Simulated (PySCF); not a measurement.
# SiF3 (SMILES F[Si](F)F): levels of theory compared

Aim: a comparison of 6 runs (U-r2SCAN/aug-cc-pVDZ, U-revPBE/aug-cc-pVDZ, UB3LYP/aug-cc-pVDZ, USVWN5/aug-cc-pVDZ, UTPSS/aug-cc-pVDZ, UCCSD(T)/aug-cc-pVDZ) of SiF3. The job is set up through a Python script.

The calculation is run with PySCF 2.14.0.

1 further run of the same task is left out (set aside as unsound or not needed).

**1. Starting point**

SiF3 has 4 atoms, charge 0, and is taken as a doublet. As SMILES, `F[Si](F)F`. The coordinates come from a PBE0-D4/def2-TZVP relaxation.

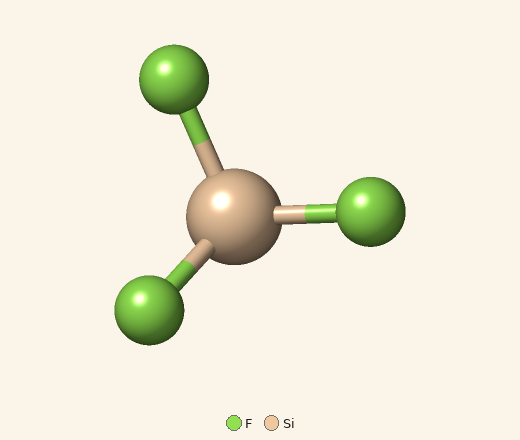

Viewed from a chosen angle; fluorine green, silicon light orange.

**2. The energy at U-r2SCAN/aug-cc-pVDZ (run 1)**

job.py reads:

```python
from pyscf import gto, dft

molecule = gto.Mole()
molecule.atom = 'F 0.784850 -0.507040 1.151700; Si -0.282750 0.213060 0.234280; F -0.994260 -0.892250 -0.644340; F 0.492160 1.186230 -0.741640'
molecule.spin = 1
molecule.verbose = 3
molecule.max_memory = 1860
molecule.basis = 'aug-cc-pvdz'
molecule.build()

mf = dft.UKS(molecule)
mf.xc = 'r2scan'
mf.grids.level = 5
mf.conv_tol = 1e-10
mf.kernel()
if not mf.converged:
    mf = mf.newton().run(mf.mo_coeff, mf.mo_occ)

etot = mf.e_tot
print(f'total energy: {etot:.8f} hartree')
```

On the command line:

```
$ OMP_NUM_THREADS=1 python job.py
```

Output:

```text
converged SCF energy = -589.033521475428  <S^2> = 0.75167698  2S+1 = 2.0016763
total energy: -589.03352148 hartree
```

Run time: 50 s. Hardware: 1 thread of Arm Neoverse V2, shared host; peak memory 0.54 GiB.

**3. The energy at U-revPBE/aug-cc-pVDZ (run 2)**

input.xyz reads:

```xyz
4
F3Si
F      0.784850    -0.507040     1.151700
Si    -0.282750     0.213060     0.234280
F     -0.994260    -0.892250    -0.644340
F      0.492160     1.186230    -0.741640
```

job.py reads:

```python
from pyscf import gto, dft

system = gto.M(
    atom='input.xyz',
    basis='aug-cc-pvdz',
    spin=1,
    max_memory=1860,
    verbose=3,
)

calc0 = dft.UKS(system, xc='revpbe')
calc0.conv_tol = 1e-10
calc0.grids.level = 5
calc0.kernel()
if not calc0.converged:
    calc0 = calc0.newton().run(calc0.mo_coeff, calc0.mo_occ)

energy = calc0.e_tot
print('E(%s) = %.9f' % ('REVPBE', energy))
```

On the command line:

```
$ OMP_NUM_THREADS=1 python job.py
```

Output:

```text
converged SCF energy = -589.008019846103  <S^2> = 0.75132865  2S+1 = 2.0013282
E(REVPBE) = -589.008019846
```

Run time: 20 s. Hardware: 1 thread of Arm Neoverse V2, shared host; peak memory 0.49 GiB.

Run 3 isn't shown in full; the table further down has it.

**4. A single-point energy at USVWN5/aug-cc-pVDZ (run 4)**

run.py reads:

```python
from pyscf import gto, dft

mol = gto.M(
    atom='''
F      1.483152    -0.958167     2.176398
Si    -0.534320     0.402625     0.442725
F     -1.878879    -1.686108    -1.217626
F      0.930048     2.241650    -1.401496
''',
    unit='bohr',
    spin=1,
    verbose=4,
    basis='aug-cc-pvdz',
    max_memory=1860,
)

calc0 = dft.UKS(mol, xc='svwn')
calc0.grids.level = 5
calc0.conv_tol = 1e-10
calc0.kernel()
if not calc0.converged:
    calc0 = calc0.newton().run(calc0.mo_coeff, calc0.mo_occ)

e_tot = calc0.e_tot
print('E(%s) = %.9f' % ('SVWN5', e_tot))
```

On the command line:

```
$ OMP_NUM_THREADS=1 python run.py
```

Output:

```text
PySCF version 2.14.0

[INPUT] num. atoms = 4
[INPUT] num. electrons = 41
[INPUT] charge = 0
[INPUT] spin (= nelec alpha-beta = 2S) = 1
[INPUT] symmetry False subgroup None
[INPUT] Mole.unit = bohr
[INPUT] Symbol           X                Y                Z      unit          X                Y                Z       unit  Magmom
[INPUT]  1 F      0.784850238730  -0.507040140656   1.151700223492 AA    1.483152000000  -0.958167000000   2.176398000000 Bohr   0.0
[INPUT]  2 Si    -0.282749967339   0.213059974547   0.234279980705 AA   -0.534320000000   0.402625000000   0.442725000000 Bohr   0.0
[INPUT]  3 F     -0.994259948876  -0.892249928750  -0.644339930624 AA   -1.878879000000  -1.686108000000  -1.217626000000 Bohr   0.0
[INPUT]  4 F      0.492160206662   1.186230094859  -0.741639744396 AA    0.930048000000   2.241650000000  -1.401496000000 Bohr   0.0

nuclear repulsion = 176.798443135617
number of shells = 32
number of NR pGTOs = 155
number of NR cGTOs = 96
basis = aug-cc-pvdz
ecp = {}

[... 77 lines left out ...]
converged SCF energy = -586.128168198901  <S^2> = 0.75075652  2S+1 = 2.0007564
E(SVWN5) = -586.128168199
```

It took 13 s on 1 thread of Arm Neoverse V2, shared host; peak memory 0.33 GiB.

Run 5 isn't shown in full; the table further down has it.

**5. A single-point energy at UCCSD(T)/aug-cc-pVDZ (run 6)**

run.py reads:

```python
from pyscf import gto, cc

system = gto.M(
    atom='''
F      1.483152    -0.958167     2.176398
Si    -0.534320     0.402625     0.442725
F     -1.878879    -1.686108    -1.217626
F      0.930048     2.241650    -1.401496
''',
    unit='bohr',
    max_memory=1860,
    spin=1,
    verbose=4,
    basis='aug-cc-pvdz',
)

myscf = system.UHF()
myscf.conv_tol = 1e-10
myscf.kernel()
if not myscf.converged:
    myscf = myscf.newton().run(myscf.mo_coeff, myscf.mo_occ)

mycc = cc.CCSD(myscf, frozen=8)
mycc.kernel()
e_t = mycc.ccsd_t()
energy = mycc.e_tot + e_t
print('E = %.10f Eh' % energy)
```

On the command line:

```
$ OMP_NUM_THREADS=1 python run.py
```

Output:

```text
PySCF version 2.14.0

[INPUT] num. atoms = 4
[INPUT] num. electrons = 41
[INPUT] charge = 0
[INPUT] spin (= nelec alpha-beta = 2S) = 1
[INPUT] symmetry False subgroup None
[INPUT] Mole.unit = bohr
[INPUT] Symbol           X                Y                Z      unit          X                Y                Z       unit  Magmom
[INPUT]  1 F      0.784850238730  -0.507040140656   1.151700223492 AA    1.483152000000  -0.958167000000   2.176398000000 Bohr   0.0
[INPUT]  2 Si    -0.282749967339   0.213059974547   0.234279980705 AA   -0.534320000000   0.402625000000   0.442725000000 Bohr   0.0
[INPUT]  3 F     -0.994259948876  -0.892249928750  -0.644339930624 AA   -1.878879000000  -1.686108000000  -1.217626000000 Bohr   0.0
[INPUT]  4 F      0.492160206662   1.186230094859  -0.741639744396 AA    0.930048000000   2.241650000000  -1.401496000000 Bohr   0.0

nuclear repulsion = 176.798443135617
number of shells = 32
number of NR pGTOs = 155
number of NR cGTOs = 96
basis = aug-cc-pvdz
ecp = {}

[... 69 lines left out ...]
converged SCF energy = -587.429165472423  <S^2> = 0.7518771  2S+1 = 2.0018762
[... 12 lines left out ...]
Init t2, MP2 energy = -0.686962607418586
[... 14 lines left out ...]
UCCSD converged
[... 2 lines left out ...]
E = -588.1380103733 Eh
```

It took 4.2 min on 1 thread of Arm Neoverse V2, shared host; peak memory 2.6 GiB.

**6. The series**

| run | level | integration grid | frozen core orbitals | energy (Eh) | dipole moment (D) of the reference | HOMO energy (eV) | LUMO energy (eV) | wall time |
| --- | --- | --- | --- | --- | --- | --- | --- | --- |
| 1 | U-r2SCAN/aug-cc-pVDZ | 5 | – | -589.033521 | 1.12 | -7.00 | -3.97 | 50 s |
| 2 | U-revPBE/aug-cc-pVDZ | 5 | – | -589.008020 | 1.05 | -6.58 | -4.37 | 20 s |
| 3 | UB3LYP/aug-cc-pVDZ | 5 | – | -589.192469 | 1.23 | -7.71 | -4.08 | 21 s |
| 4 | USVWN5/aug-cc-pVDZ | 5 | – | -586.128168 | 1.06 | -6.60 | -5.06 | 13 s |
| 5 | UTPSS/aug-cc-pVDZ | 5 | – | -589.214183 | 1.06 | -6.74 | -4.61 | 47 s |
| 6 | UCCSD(T)/aug-cc-pVDZ | – | 8 | -588.138010 | 1.50 | -11.69 | 0.07 | 4.2 min |

**7. Outcome**

| quantity | value |
| --- | --- |
| run 6: total energy | -588.13801 Eh |
| run 6: dipole moment (Hartree–Fock density) | 1.50 D |
| run 6: HOMO energy (Hartree–Fock orbitals) (highest over α and β) | -11.69 eV |
| run 6: LUMO energy (Hartree–Fock orbitals) (lowest over α and β) | 0.07 eV |
| run 6: correlation energy (8 core orbitals frozen) | -708.8 mEh |
| run 6: (T) correction | -16.17 mEh |
| run 6: ⟨S²⟩ of the reference determinant | 0.752 |
| run 6: T1 diagnostic | 0.016 |

**Reading.** Over runs 1, 2, 3, 4, 5 the dipole moment (its size) runs from 1.05 D (U-revPBE/aug-cc-pVDZ) to 1.23 D (UB3LYP/aug-cc-pVDZ). Totals of different functionals can't be ranked against each other. All runs together took 6.7 min, the longest 4.2 min.
